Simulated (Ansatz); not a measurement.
Fields on a plane of HgTe (zinc blende)

```
HgTe
1.0
    0.00000     3.28640     3.28640
    3.28640     0.00000     3.28640
    3.28640     3.28640     0.00000
Te Hg
1 1
Cartesian
  4.92960   4.92960   4.92960
  0.00000   0.00000   0.00000
```

The slice is a {110} plane (indices of the conventional cell) through the point (0.750, 0.750, 0.750) (fractional), spanned by u = [100] and v = [1 -1 -1] in vectors of this cell: u (4.65 Å) and v (6.57 Å, at 90° to u). It covers one period; positions are fractions (u, v).

Atoms on it: Te at (0.00, 0.00); Hg at (0.50, 0.75).

Method: r2SCAN (plane waves to 500 eV, PAW, scalar-relativistic; Ansatz, an electronic-structure program). k mesh 12×12×12. These are valence fields of a PAW run, semicore shells included where kept as valence: close to a nucleus they are smooth pseudo fields. At this level the bands of HgTe touch or barely overlap. HgTe was relaxed with its symmetry unable to fall. Spin-orbit coupling is left out, though Hg and Te are heavy.

```
|xxxxxxxxxx0044666655555566664400xxxxxxxx|
|xxxxxxxx00003344221100112244330000xxxxxx|
|xxxxxxxx0022220000xxxxxx0000222200xxxxxx|
|xxxx0000112200xxxxxxxxxxxxxx0022110000xx|
|00001133441100xxxxxxxxxxxxxx001144331100|
|445555664400xxxxxxxxxxxxxxxxxx0044665555|
|777777775500xxxxxxxxxxxxxxxxxx0055777777|
|888888775511xxxxxxxxxxxxxxxxxx1155778888|
|99999988662200xxxxxxxxxxxxxx002266889999|
|99999988775500xxxxxxxxxxxxxx005577889999|
|999999998866440000xxxxxx0000446688999999|
|9999999988886655331100113355668888999999|
|9999999999888877666655666677888899999999|
|9999999999999988888888888888999999999999|
|9999999999999999999999999999999999999999|
|9999999999999999999999999999999999999999|
|9999999999999999999999999999999999999999|
|9999999999999999999999999999999999999999|
|9999999999999999999999999999999999999999|
|8899999999999999999999999999999999999999|
|7777888899999999999999999999999999888877|
|4455667788889999999999999999998888776655|
|0000114466778899999999999999887766441100|
|xxxx0000226688999999999999998866220000xx|
|xxxxxxxx00336688999999999988663300xxxxxx|
|xxxxxxxx00115588999999999988551100xxxxxx|
|xxxxxxxxxx0044778888998888774400xxxxxxxx|
|xxxxxxxxxx0044777788888877774400xxxxxxxx|
```
Scale: ten equal steps from -3.00 (start of '0') to 5.48 (end of '9'), in the order '0123456789'. Values: electrostatic potential energy of an electron, from the cell's mean, in eV. The map has 20 points along u (two characters each, u = 0 at the left) and 28 along v (v = 0 in the bottom row). Points within 1 Å of a nucleus are blanked (x), as the pseudised field means little there. Values under -3 eV are set to -3. The zero, the cell's mean, hangs on the PAW cores.

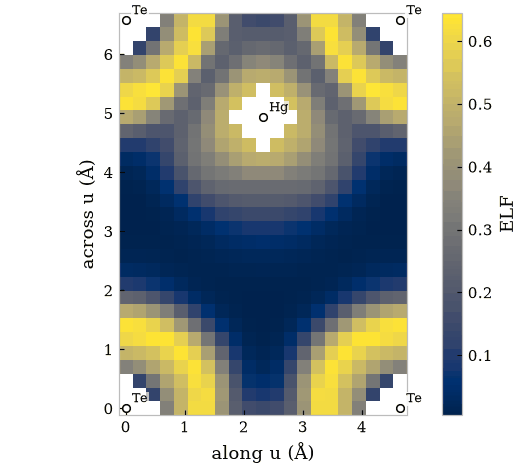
Electron localisation function (ELF), one period of the plane, atoms marked. Points within 0.5 Å of a nucleus are left white, as the pseudised field means little there.

The density on the Te–Hg line (2.85 Å) at its midpoint comes out as 0.36 e/Å³ and the ELF at that point is 0.4. ELF maximum in the middle third of the Te–Hg line: 0.62, 1.1 Å from Te.
